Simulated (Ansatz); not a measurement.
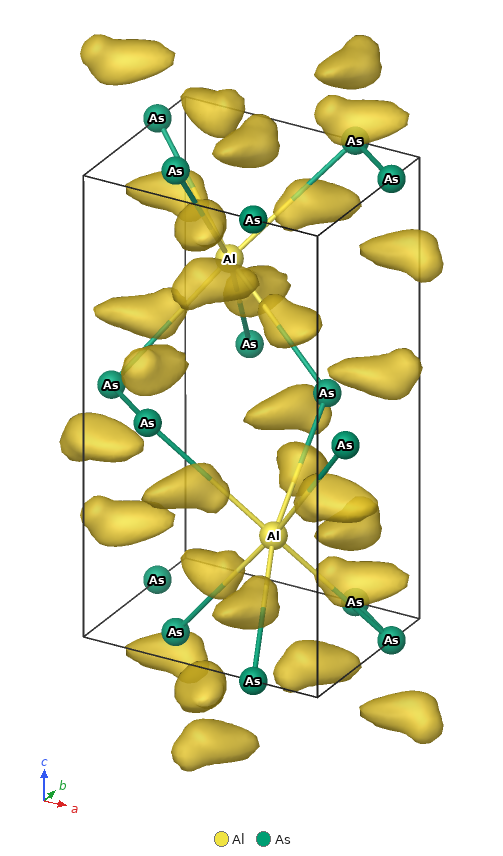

Figure. AlAs3. Isosurface of the ELF at 0.75 (yellow), seen slightly off an axis. Core shells and regions of very low density are left out. Sticks mark near contacts.

Space group P6₃22; a structure generated by program, which may or may not match a known phase.

Theory: DFT PBE, scalar-relativistic, plane waves, PAW (Ansatz).

In a PAW calculation such maps are meaningful between the atoms, not at the nuclei.

Identify the bonds, lone pairs and shells in this picture.

Answer. The ELF exceeds this value in twelve regions on As in which the atom's valence shell and bonds are merged, counted in one cell of 8 atoms. Any copies at cell faces, edges or corners count once. Profiles from the grid: As–As (2.51 Å): the ELF peaks at about 0.65 between the atoms. Al–As (2.65 Å): the ELF peaks at about 0.80 between the atoms.
